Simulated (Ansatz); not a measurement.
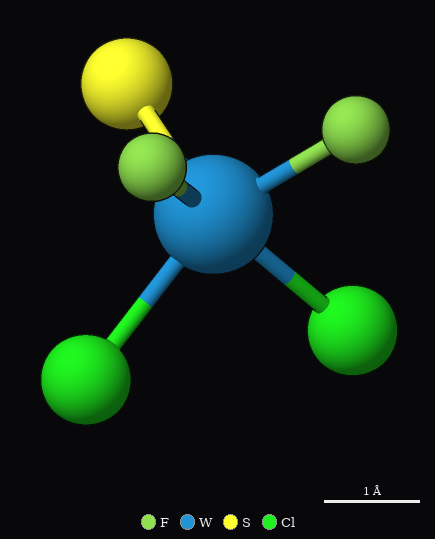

This is the input geometry for a relaxation of WSCl$_{2}$F$_{2}$. The picture is a ball-and-stick view, seen from a free direction.

The start comes from GFN2-xTB.

Computed with Ansatz 0.2.0, RKS PBE0-D4/def2-TZVP.

Input
```yaml
crystal:
  periodic: [false, false, false]
  atoms:
    - {symbol: F, position_ang: [-0.083730, -0.938930, 1.624690]}
    - {symbol: W, position_ang: [-0.002340, -0.034880, -0.014910]}
    - {symbol: F, position_ang: [1.806600, -0.462520, 0.223290]}
    - {symbol: S, position_ang: [-0.750200, -1.426780, -1.498470]}
    - {symbol: Cl, position_ang: [0.750460, 1.744400, -1.084220]}
    - {symbol: Cl, position_ang: [-1.720800, 1.118710, 0.749620]}
basis:
  gaussian: {orbitals: def2-TZVP}
hamiltonian: {xc: pbe0, dispersion: d4}
relax: {f_tol: 0.005, max_steps: 150}
```

Command:
```bash
ansatz run in.yaml --threads 4 --pin off --events-out ev --progress --plain --max-ram 10444MiB
```

Q: What does the optimiser find from here?

A: The energy falls by 0.207 eV in 5 geometry steps. Largest force component: 3.2 eV/Å at the start, 0.0029 eV/Å at the end. The atom that moves furthest after the best rigid fit is S4 (0.10 Å). Largest moves by element: S 0.10 Å, W 0.06 Å, Cl 0.06 Å, F 0.05 Å. Among the contacts that change: W2–S4 2.167 → 2.088 Å, W2–Cl5 2.208 → 2.274 Å, F1–W2 1.874 → 1.856 Å. Among the angles between lasting bonds that change: F1–W2–Cl5 145.8° → 149.5°, F1–W2–F3 79.7° → 83.2°, S4–W2–Cl5 107.7° → 104.5°.

The structure at the end:

```xyz
6

F    -0.1089   -0.9794    1.6305
W     0.0328   -0.0636    0.0226
F     1.8312   -0.4895    0.1921
S    -0.7238   -1.3513   -1.4365
Cl    0.7423    1.7596   -1.1371
Cl   -1.7736    1.1242    0.7283
```

After the run, drawn alike:

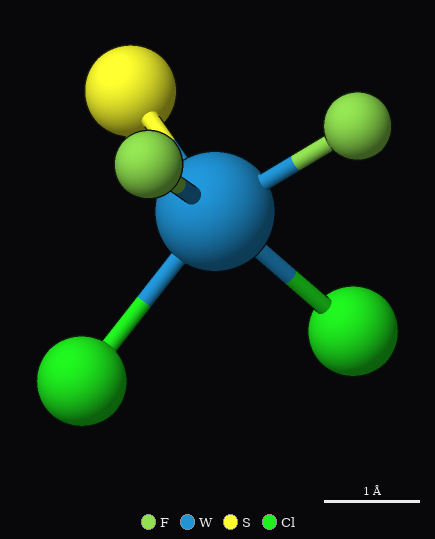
